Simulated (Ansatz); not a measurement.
**Molecular dynamics, with input and output: C₂H₇NO₂SSi (part 4 of 4)**

C₂H₇NO₂SSi; RKS PBE0-D4/STO-3G (Ansatz 0.2.0). It belongs to a series of runs on one base structure; here: dynamics from the start.

Geometry of the input (Å):
```
N  -0.4758  0.2319  1.6975
C  0.2363  0.1164  0.3768
Si 1.4239  -1.3506  0.1361
O  -0.8019  0.0239  -0.6704
C  -1.0845  1.2788  -1.2646
O  -2.1549  1.0480  -2.1339
S  -0.3319  2.6919  -1.0644
H  -0.6002  -0.7426  2.0804
H  0.2203  0.6655  2.3588
H  0.7355  1.1014  0.2079
H  1.9562  -1.3444  -1.2047
H  0.7105  -2.5805  0.3830
H  2.4989  -1.2256  1.0908
H  -2.3454  0.0564  -1.9646
```

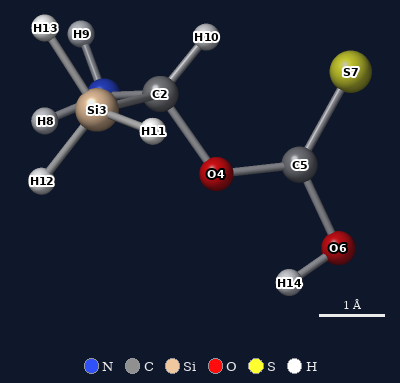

**Figure 1.** The geometry at step 166 of the log (ball-and-stick view, seen at a tilt; atoms are numbered from 1 in the order of the input).

**Trajectory as extended XYZ, continued**
```
14
Properties=species:S:1:pos:R:3:forces:R:3 step=74 time_fs=18.5 energy=-26156.28363 temperature=295.1
N    -0.4555    0.1420    1.6984   -0.2294  -0.4912   0.2300
C     0.2802    0.1421    0.4113    1.1258   1.3600   0.2702
Si    1.3843   -1.2931    0.1220    0.7267  -0.9781  -1.3674
O    -0.7490    0.0148   -0.5845   -0.6016  -1.3614  -0.7855
C    -1.0058    1.1811   -1.2251   -0.5756   3.8829  -0.9535
O    -2.1129    1.0271   -2.0528    0.1966   2.1594  -0.6214
S    -0.3522    2.7018   -1.1226   -0.0493  -1.7097   0.2384
H    -0.4955   -0.8950    1.9688    0.1118   1.1220   0.5058
H     0.1437    0.6528    2.3919    0.0909  -0.3956   0.3420
H     0.8355    1.1142    0.2147   -0.8712  -0.2926   0.4656
H     1.8841   -1.3201   -1.2805   -0.3651  -0.1258   1.0960
H     0.5765   -2.4009    0.5091   -0.1751  -0.6699  -0.2557
H     2.4159   -1.2291    1.0735    1.0335   0.0826   0.5180
H    -2.3359    0.0759   -2.0569   -0.4180  -2.5826   0.3177
14
Properties=species:S:1:pos:R:3:forces:R:3 step=92 time_fs=23.0 energy=-26156.32936 temperature=327.2
N    -0.4588    0.1117    1.7067    0.6683   1.7986  -0.0004
C     0.3002    0.1877    0.3988   -0.0273  -1.5359   1.0010
Si    1.3918   -1.3030    0.1343   -0.2784   0.2140  -2.8256
O    -0.7566   -0.0145   -0.5940    0.2227   1.4406  -0.9006
C    -1.0109    1.2249   -1.2257   -1.2092   0.0393  -0.5974
O    -2.1158    1.0371   -2.0567   -0.3696   0.1852  -0.6548
S    -0.3498    2.6983   -1.1326    0.4193  -0.2745   0.3449
H    -0.4657   -0.8988    1.9693    0.2021  -0.2158   0.5495
H     0.1312    0.6373    2.4282   -0.4124  -0.8002  -0.3196
H     0.8482    1.1379    0.2396   -0.6411   0.4308   0.1674
H     1.8689   -1.3175   -1.3076   -0.4481  -0.2501   1.7078
H     0.5440   -2.3685    0.5223   -0.2748  -0.8699  -0.1595
H     2.4038   -1.2282    1.0560    1.8820   0.0164   1.2495
H    -2.3313    0.0406   -2.0644    0.2665  -0.1787   0.4377
14
Properties=species:S:1:pos:R:3:forces:R:3 step=111 time_fs=27.8 energy=-26156.27996 temperature=298.6
N    -0.4535    0.1036    1.7153    0.5587   1.5351  -0.3610
C     0.3208    0.2112    0.4018   -1.0467  -2.5187   0.6761
Si    1.3981   -1.3122    0.1275   -0.4648   0.6821  -1.7642
O    -0.7616   -0.0275   -0.6152    0.9496   3.1048  -0.4047
C    -1.0369    1.2723   -1.2366   -1.1030  -2.9975  -0.0363
O    -2.1241    1.0500   -2.0697   -1.0828  -1.7630  -0.8171
S    -0.3444    2.6930   -1.1409    0.9075   1.2642   0.4172
H    -0.4301   -0.9053    1.9810    0.1107  -0.3322   0.3253
H     0.1108    0.6055    2.4612   -0.0924  -0.3482  -0.2422
H     0.8479    1.1712    0.2698   -0.5447   0.4806  -0.0189
H     1.8438   -1.3201   -1.3018   -0.2435  -0.3295   1.3057
H     0.5045   -2.3519    0.5326    0.0197  -0.6282  -0.2572
H     2.4284   -1.2271    1.0617    1.3530  -0.1368   0.7281
H    -2.3211   -0.0008   -2.0632    0.6789   1.9873   0.4493
14
Properties=species:S:1:pos:R:3:forces:R:3 step=129 time_fs=32.2 energy=-26156.48474 temperature=435.3
N    -0.4412    0.1154    1.7188   -0.2496  -1.0153  -0.4001
C     0.3252    0.1963    0.4154   -0.6319  -0.1237  -0.1583
Si    1.4011   -1.3167    0.1092   -0.1629   0.2998   0.8853
O    -0.7554   -0.0035   -0.6405    0.8276   2.2053   0.2441
C    -1.0780    1.2745   -1.2478    0.4743  -1.3904   0.3745
O    -2.1448    1.0424   -2.0920   -1.0102  -1.6675  -0.6674
S    -0.3342    2.6945   -1.1463    0.2027   0.3806   0.2805
H    -0.3944   -0.9162    1.9985   -0.2676   0.7278  -0.0943
H     0.0900    0.5688    2.4885    0.6630   0.5736   0.2016
H     0.8358    1.2103    0.2984   -0.9337  -0.7939  -0.0746
H     1.8153   -1.3290   -1.2713    0.1539  -0.3314   0.0332
H     0.4675   -2.3485    0.5371    0.5228  -0.2273  -0.4555
H     2.4782   -1.2287    1.0810    0.0693  -0.2599  -0.4187
H    -2.2991   -0.0047   -2.0534    0.3422   1.6222   0.2497
14
Properties=species:S:1:pos:R:3:forces:R:3 step=147 time_fs=36.8 energy=-26156.37411 temperature=370.2
N    -0.4315    0.1153    1.7176   -0.5287  -1.8789   0.3396
C     0.3195    0.1787    0.4270    0.0115   1.9507  -0.6833
Si    1.4029   -1.3190    0.0966   -0.0739  -0.0830   3.1258
O    -0.7394    0.0460   -0.6630    0.3814  -0.1661   0.8370
C    -1.1125    1.2563   -1.2542    1.5005   1.9395  -0.0373
O    -2.1768    1.0167   -2.1221    0.0924   0.5468  -0.0070
S    -0.3228    2.6981   -1.1500   -0.7860  -0.9281   0.0799
H    -0.3635   -0.9148    2.0146   -0.5703   0.7446  -0.2967
H     0.0808    0.5420    2.5183    0.7138   0.9217  -0.1675
H     0.8059    1.2352    0.3257   -0.9457  -1.5114  -0.1611
H     1.7895   -1.3445   -1.2402    0.5519  -0.3116  -1.3654
H     0.4403   -2.3497    0.5328    0.8943   0.0482  -0.5584
H     2.5302   -1.2353    1.0928   -0.9066  -0.2930  -1.1939
H    -2.2708    0.0192   -2.0385   -0.3345  -0.9796   0.0882
14
Properties=species:S:1:pos:R:3:forces:R:3 step=166 time_fs=41.5 energy=-26156.26913 temperature=308.1
N    -0.4284    0.0906    1.7217   -0.1677   0.0773   0.9861
C     0.3127    0.1902    0.4284   -0.0366   1.1520  -0.4055
Si    1.4041   -1.3218    0.1056   -0.0133   0.1651   3.0048
O    -0.7173    0.0970   -0.6763   -0.1414  -1.7645   0.9370
C    -1.1251    1.2681   -1.2626    0.9289   2.7705  -0.8637
O    -2.2093    0.9965   -2.1540    1.3286   2.0727   0.8471
S    -0.3156    2.6966   -1.1535   -0.9638  -0.6324  -0.0667
H    -0.3421   -0.9008    2.0261   -0.4754  -0.8175  -0.1131
H     0.0848    0.5319    2.5451    0.1006   0.6157  -1.1299
H     0.7554    1.2324    0.3514   -0.2450  -0.6561  -0.2121
H     1.7732   -1.3676   -1.2339    0.5702  -0.2804  -1.4275
H     0.4297   -2.3505    0.5168    0.9126   0.0793  -0.4196
H     2.5672   -1.2484    1.0812   -1.2264  -0.2690  -1.2618
H    -2.2472    0.0246   -2.0204   -0.5713  -2.5126   0.1249
14
Properties=species:S:1:pos:R:3:forces:R:3 step=184 time_fs=46.0 energy=-26156.35949 temperature=373.0
N    -0.4283    0.0673    1.7382   -0.0815   1.7490   0.4554
C     0.3047    0.2182    0.4235   -0.7063  -1.5274   0.3283
Si    1.4052   -1.3230    0.1344    0.0301   0.7622   0.6071
O    -0.6983    0.1261   -0.6781   -0.9546  -1.2026   0.1538
C    -1.1220    1.3202   -1.2836   -0.1310  -0.4440  -0.7321
O    -2.2246    0.9991   -2.1739    1.7837   0.0216   1.5665
S    -0.3142    2.6921   -1.1572   -0.1196   1.3726  -0.1091
H    -0.3310   -0.9025    2.0349   -0.1967  -1.8627   0.1231
H     0.0916    0.5349    2.5497   -0.1241   0.3568  -1.2380
H     0.7027    1.2181    0.3718    0.8393   1.3166  -0.1852
H     1.7686   -1.3951   -1.2544    0.2307  -0.1710  -0.0817
H     0.4375   -2.3499    0.4933    0.6059  -0.1379  -0.0903
H     2.5791   -1.2663    1.0457   -0.8334  -0.2145  -0.6807
H    -2.2353   -0.0134   -2.0011   -0.3427  -0.0186  -0.1170
14
Properties=species:S:1:pos:R:3:forces:R:3 step=203 time_fs=50.8 energy=-26156.23729 temperature=301.9
N    -0.4302    0.0641    1.7622   -0.5602   0.0104  -0.3854
C     0.2849    0.2245    0.4236   -0.5259  -1.6373   0.6933
Si    1.4063   -1.3188    0.1693   -0.3711   0.9891  -2.2393
O    -0.6906    0.1411   -0.6781   -1.5779  -0.6105  -0.5565
C    -1.1205    1.3672   -1.3178   -0.5124  -3.3829   0.1328
O    -2.2181    1.0025   -2.1752    1.4092  -1.6280   1.4540
S    -0.3133    2.6965   -1.1618    0.7135   3.0172  -0.0923
H    -0.3239   -0.9386    2.0460   -0.2282  -0.2622  -0.0632
H     0.0976    0.5465    2.5302    0.3441   0.5036  -0.3693
H     0.6630    1.2280    0.3897    1.0956   1.4890  -0.1391
H     1.7685   -1.4280   -1.2777   -0.0947   0.0466   1.2581
H     0.4585   -2.3526    0.4665    0.2144  -0.4719   0.2695
H     2.5754   -1.2899    0.9943    0.1599  -0.1127   0.3142
H    -2.2297   -0.0547   -1.9829   -0.0663   2.0497  -0.2767
14
Properties=species:S:1:pos:R:3:forces:R:3 step=221 time_fs=55.2 energy=-26156.27095 temperature=331.0
N    -0.4398    0.0619    1.7805   -0.8499  -1.7493  -0.7128
C     0.2580    0.2068    0.4343    0.3280   0.9526   0.3436
Si    1.4047   -1.3080    0.1877   -0.8734   0.5966  -3.5854
O    -0.7023    0.1468   -0.6840   -1.4105  -0.9367  -0.3248
C    -1.1242    1.3627   -1.3478    1.2709  -1.7560   1.4490
O    -2.1949    0.9873   -2.1592    0.1743  -1.3246   0.2383
S    -0.3089    2.7178   -1.1669   -0.0744   1.5471  -0.2906
H    -0.3218   -0.9794    2.0557   -0.3258   1.3697  -0.1213
H     0.1097    0.5674    2.5032    0.5773   0.4380   0.1772
H     0.6454    1.2640    0.4038    0.3624  -0.4625  -0.1565
H     1.7670   -1.4586   -1.2765   -0.2157   0.2796   1.6223
H     0.4834   -2.3643    0.4458    0.0292  -0.5999   0.4662
H     2.5743   -1.3148    0.9506    0.9413  -0.0007   1.0027
H    -2.2261   -0.0575   -1.9705    0.0661   1.6461  -0.1078
14
Properties=species:S:1:pos:R:3:forces:R:3 step=240 time_fs=60.0 energy=-26156.36702 temperature=403.1
N    -0.4615    0.0371    1.7904   -0.0830  -0.3920  -0.1925
C     0.2340    0.2021    0.4512    0.5490   1.6744  -0.3758
Si    1.3967   -1.2921    0.1816   -0.6785  -0.0022  -2.7276
O    -0.7323    0.1402   -0.6933   -0.2424  -1.3520   0.9287
C    -1.1064    1.3291   -1.3554    2.2914   1.1227   1.7433
O    -2.1676    0.9564   -2.1394   -0.6359   1.2592  -1.1390
S    -0.3049    2.7503   -1.1743   -1.0213  -0.7151  -0.4394
H    -0.3259   -0.9969    2.0640   -0.1410   1.1810   0.0590
H     0.1327    0.5971    2.4760   -0.3026  -0.5201  -0.2963
H     0.6344    1.2941    0.4157   -0.2470  -1.5100  -0.1750
H     1.7610   -1.4854   -1.2427   -0.1283   0.4338   0.8795
H     0.5110   -2.3889    0.4334    0.0394  -0.3548   0.4943
H     2.5914   -1.3414    0.9238    0.6431   0.1340   0.8827
H    -2.2213   -0.0299   -1.9590   -0.0431  -0.9590   0.3577
14
Properties=species:S:1:pos:R:3:forces:R:3 step=258 time_fs=64.5 energy=-26156.35821 temperature=409.0
N    -0.4837    0.0086    1.7963    0.6832   2.1966  -0.1916
C     0.2194    0.2221    0.4619    0.1605  -0.2289  -0.6308
Si    1.3844   -1.2767    0.1570   -0.0465  -0.3915  -0.1417
O    -0.7644    0.1177   -0.6909    1.0218  -0.8801   1.9991
C    -1.0551    1.3117   -1.3362    0.3292   1.6167   0.1495
O    -2.1474    0.9414   -2.1330    0.2090   3.0605  -1.0496
S    -0.3070    2.7780   -1.1839   -0.9796  -1.5858  -0.2796
H    -0.3325   -0.9916    2.0731    0.2392  -0.1035   0.2781
H     0.1491    0.6158    2.4447   -1.1014  -1.2868  -0.4425
H     0.6199    1.2952    0.4235   -0.3118  -1.0485  -0.1504
H     1.7531   -1.5027   -1.1937    0.1866   0.3814  -0.7897
H     0.5384   -2.4194    0.4313    0.1119   0.1242   0.3914
H     2.6197   -1.3642    0.9151   -0.3850   0.3141   0.2378
H    -2.2174   -0.0198   -1.9410   -0.1174  -2.1682   0.6202
```
